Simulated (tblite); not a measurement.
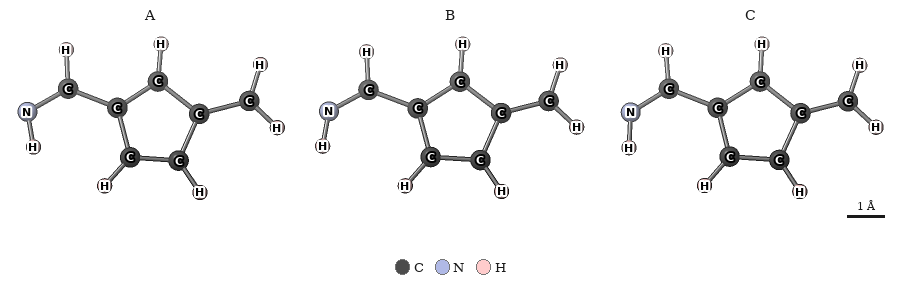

3 geometries from one relaxation of C7H7N (charge +1, multiplicity 2), in shuffled order. Style: ball-and-stick. Shown at a tilt.

All numbers below come from GFN2-xTB geometry optimisation, gas phase in tblite 0.8.0. 

> Order the frames from highest to lowest energy.

A, C, B. They are steps 0, 7, 40, at +11.3 kcal/mol, +0.69 kcal/mol relative to the last. An H atom moves most after the best rigid fit: 0.30 Å. Largest moves by element: H 0.30 Å, C 0.06 Å, N 0.04 Å. Near-neighbour distances that change, for instance: C–C 1.422 → 1.345 Å, C–N 1.295 → 1.242 Å, C–C 1.337 → 1.383 Å, C–C 1.467 → 1.439 Å. Among the angles between lasting bonds that change: C–N–H 111.2° → 129.0°, C–C–N 126.9° → 128.9°. Over 40 geometry steps the energy falls by 11.3 kcal/mol.
